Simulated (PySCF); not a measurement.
## A study: Cl3OV, SMILES `O=[V](Cl)(Cl)Cl`

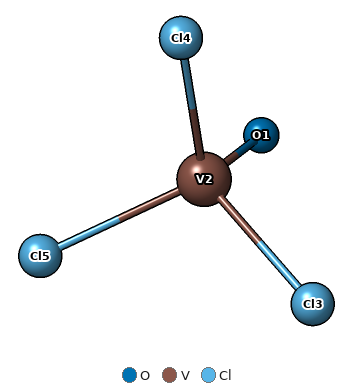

The molecule, with its atoms numbered as below. No frequency check shows the geometry to be a minimum.

Coordinates in Å:

```
O1      -0.0039    0.0000   -1.8001
V2      -0.0004   -0.0000   -0.2815
Cl3      0.9604   -1.6180    0.4085
Cl4      0.9222    1.6401    0.4086
Cl5     -1.8803   -0.0220    0.4109
```

Part 1: Bonding charge

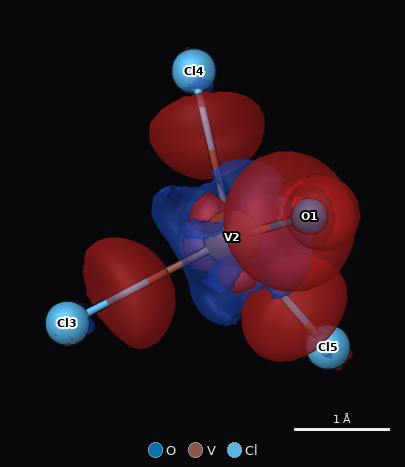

Deformation density (molecule less spherical, spin-averaged free atoms at the same positions), surfaces at ±0.09 e/Å³; red: gain, blue: loss.

Computed with PySCF, B3LYP/def2-TZVP, geometry: GFN2-xTB. This is a single-reference result, which may miss multireference character in this system.

Q: How much density has each bond gained at its critical point, relative to the free atoms?

A: O1–V2: +0.41 e/Å³ at the bond critical point (bond length 1.52 Å, Mayer order 2.1). V2–Cl5, V2–Cl3 and V2–Cl4: +0.19 e/Å³ at the bond critical point (bond length 2.00 Å, Mayer order 1.1). In all, 1.1 electrons gather in the regions of gain relative to the promolecule.

Q: Where do the Hirshfeld charges lie?

A: The highest Hirshfeld charge is on V2 (+0.41 e), the lowest on O1 (−0.25 e).

Part 2: Bond critical points

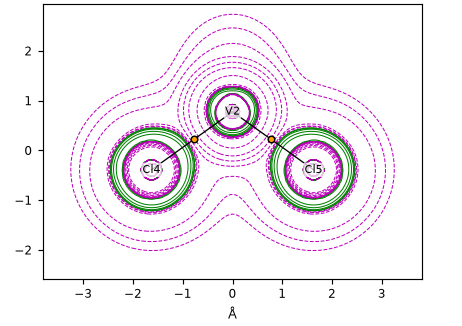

Negative Laplacian of the density (−∇²ρ) in the plane of V2, Cl4 and Cl5 (solid green lines positive, dashed magenta lines negative, contours at ±0.02 to ±8 a.u.), with bond paths and bond critical points (dots).

Q: Sort the bonds in the plane by the sign of ∇²ρ at their critical points.

A: At none is it concentrated. Depleted (∇²ρ > 0): V2–Cl5 and V2–Cl4 (+0.37 a.u., H = −0.062). A positive Laplacian with negative H is typical of metal–ligand bonds.

Part 3: Electrostatic potential

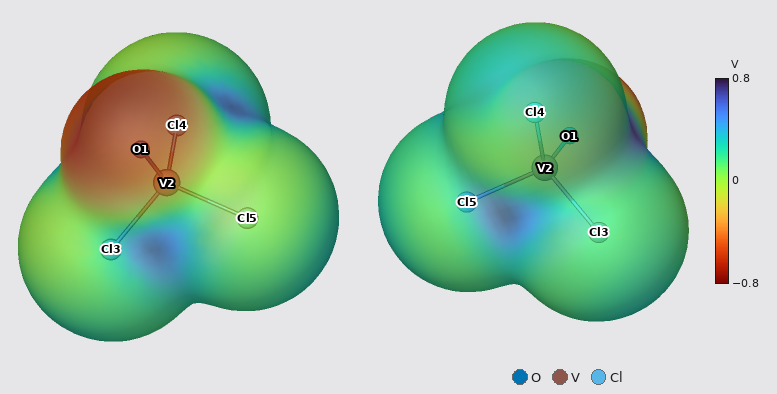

Electrostatic potential on the surface of electron density 0.001 a.u. (back view left, front view right).

Q: Where are the extremes of the potential on the surface?

A: Highest: 0.72 V, off the V2–Cl3 bond (2.3 to 2.4 Å from its atoms). Further maxima include 0.31 V, 2.0 Å from Cl5. Lowest: −0.69 V, 1.8 Å from O1. Further minima include 0.11 V, 2.1 Å from Cl4, and at like points elsewhere. The surface is sampled at points, so like sites can differ by a few per cent and only the strongest of them is named.

Q: Does Cl5 carry a σ-hole?

A: Yes: a local maximum of +0.31 V lies on the extension of the V2–Cl5 bond.

Q: What volume does the surface enclose, and what is the dipole moment?

A: About 126 Å³; the dipole moment is 1.0 D.

Part 4: In an electric field

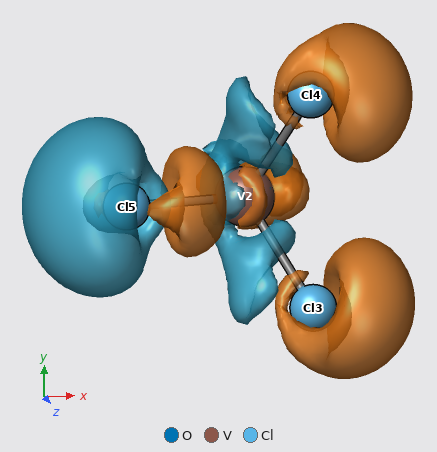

Change of the electron density in a uniform field of 0.10 V/Å, surfaces at ±0.0008 e/Å³ (light blue: gain, orange: loss).

Level of theory: CAM-B3LYP/def2-SVPD (PySCF), at a geometry from GFN2-xTB. This is a single-reference result, which may miss multireference character in this system.

The field was applied in both directions; the picture shows the one opposite to the script's first.

Q: Along which Cartesian direction does the field point?

A: Along +x: electrons gather on the −x side, against the field.

Q: How large is the response?

A: The induced dipole is 0.41 D (along the field); α along this axis, from the fields in both directions, is 80 bohr³ (11.8 Å³).
